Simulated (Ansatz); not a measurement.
# CH5SSi: vertical and adiabatic energies of changing the electron count

A script is to give vertical and adiabatic energies of changing the electron count; the system is CH5SSi.

Program: the Python package of Ansatz 0.2.0. Level of theory: CAM-B3LYP/6-31G*. These are calculated values, not measurements.

## 1. The structure

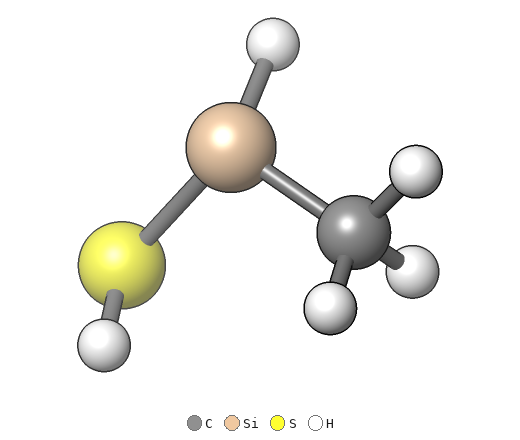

The structure that the script starts from, seen from a chosen angle (carbon grey, silicon light orange, sulfur yellow, hydrogen white).

No structure file is read: the coordinates are typed or built in the script.

## 2. Script

adiabatic.py

```python
"""Vertical and adiabatic ionisation of CH5SSi."""

import itertools

import ansatz as az
from ase import Atoms
from ase.data import atomic_numbers, covalent_radii
import numpy as np

BASIS_SET = "6-31G*"
XC = "cam_b3lyp"
NET_CHARGE = 1

atoms = Atoms(["C", "Si", "S", "H", "H", "H", "H", "H"], positions=[
    [-0.5234, 0.7055, -0.4278],
    [1.0191, -0.0897, -0.0461],
    [0.5763, -1.8799, 1.0429],
    [-0.3274, 1.688, -0.9997],
    [-1.1218, 1.0017, 0.4519],
    [-1.218, 0.1286, -1.0526],
    [1.9058, 0.7917, 0.795],
    [-0.2183, -2.403, 0.1806],
])
molecule = az.Crystal.molecule_from_ase(atoms)

calculation = (
    molecule.calculation()
    .basis(gaussian=BASIS_SET)
    .functional(XC)
    .spin("collinear", total=1)
)
symbols = [site.symbol for site in molecule.cartesian_sites]
start = np.array([site.position_ang for site in molecule.cartesian_sites], dtype=float)
summary = calculation.relax(force_tolerance=0.01).run(threads=1, backend="cpu").report
end = np.array(summary["positions_ang"])

minimum = az.Crystal.molecule()
for symbol, place in zip(symbols, end):
    minimum = minimum.atom(symbol, place.tolist())
ion = minimum.calculation()
ion = ion.basis(gaussian=BASIS_SET).functional(XC)
ion = ion.charge(NET_CHARGE)
vertical = ion.run(threads=1, backend="cpu").report
settled = ion.relax(force_tolerance=0.01, max_steps=80).run(threads=1, backend="cpu").report
print(f"vertical ionisation energy   {vertical['free_energy_ev'] - summary['free_energy_ev']:.3f} eV")
print(f"adiabatic, no zero point     {settled['free_energy_ev'] - summary['free_energy_ev']:.3f} eV")
print(f"relaxation energy of the ion {vertical['free_energy_ev'] - settled['free_energy_ev']:.3f} eV")
ionised = np.array(settled["positions_ang"])
# pairs closer than 1.2 times the sum of covalent radii, before or after
radius = [covalent_radii[atomic_numbers[s]] for s in symbols]
span = lambda where, i, j: np.linalg.norm(where[i] - where[j])
bonded = [(i, j) for i, j in itertools.combinations(range(len(symbols)), 2) if min(span(end, i, j), span(ionised, i, j)) < 1.2 * (radius[i] + radius[j])]
print("pair        before    after (A)")
for i, j in bonded:
    print(f"{symbols[i]}{i}-{symbols[j]}{j}".ljust(10), f"{span(end, i, j):8.4f} {span(ionised, i, j):8.4f}")
```

## 3. The run

Command:

```
$ python adiabatic.py
```

**Question.** What results will this script give? Wanted: vertical ionisation energy; adiabatic ionisation energy, no zero point.

As calculated:

```
                                  quantity     value
                vertical ionisation energy  7.886 eV
adiabatic ionisation energy, no zero point  6.861 eV
                             runs compared         3
```

What this shows: The ionisation energy is a difference of two total energies at the neutral geometry; letting the ion relax lowers it by 1.03 eV. In CPU time, run 3 cost about 30 times as much as run 2. Run 1: After 6 moves the largest shift is 0.146 Å, of atom 8 (H). Run 3: The relaxation took 18 moves; the largest shift is 0.536 Å, of atom 2 (Si). Notes:
- The energies are electronic: no zero-point or thermal terms, and the basis set is short of its limit. The product may relax into another structure.
- The species is open-shell (spin multiplicity 2).
- The spin of the ions was assumed; an unrestricted or higher-spin state can lie lower by tenths of an eV.
